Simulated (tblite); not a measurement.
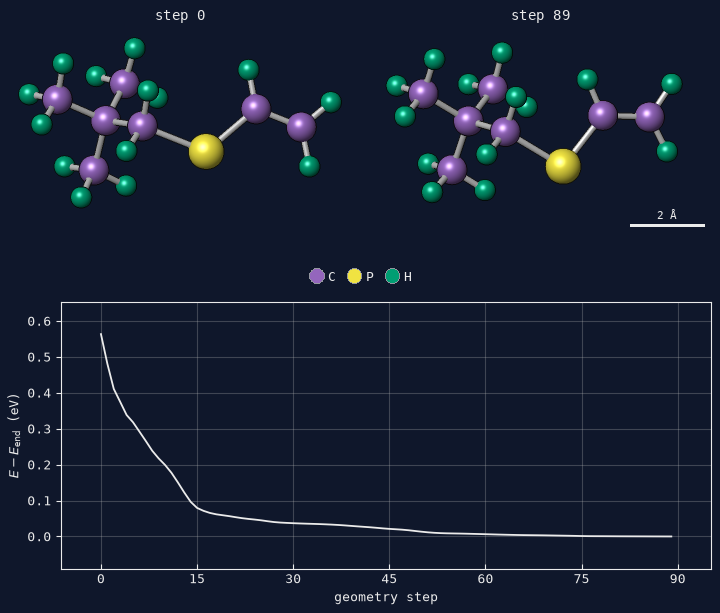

First and last geometry of a relaxation of C7H14P (charge −1), with the history of the run. A ball-and-stick model, seen face on.

The calculation used GFN2-xTB geometry optimisation, gas phase in tblite 0.8.0. 

### What do the curves and the structures tell?

It converged. After 89 geometry steps the energy has fallen by 0.563 eV. An H atom moves most after the best rigid fit: 0.72 Å. Largest moves by element: H 0.72 Å, C 0.43 Å, P 0.42 Å. Near-neighbour distances that change, for instance: C–P 1.828 → 1.766 Å, C–C 1.546 → 1.527 Å, C–H 1.116 → 1.096 Å, C–H 1.102 → 1.088 Å. Bond angles that change, for instance: C–P–C 119.5° → 98.8°, C–C–P 119.5° → 126.5°, C–C–H 112.0° → 108.2°. The run took 0.85 s on 1 thread of AMD EPYC 7B13 (shared host).
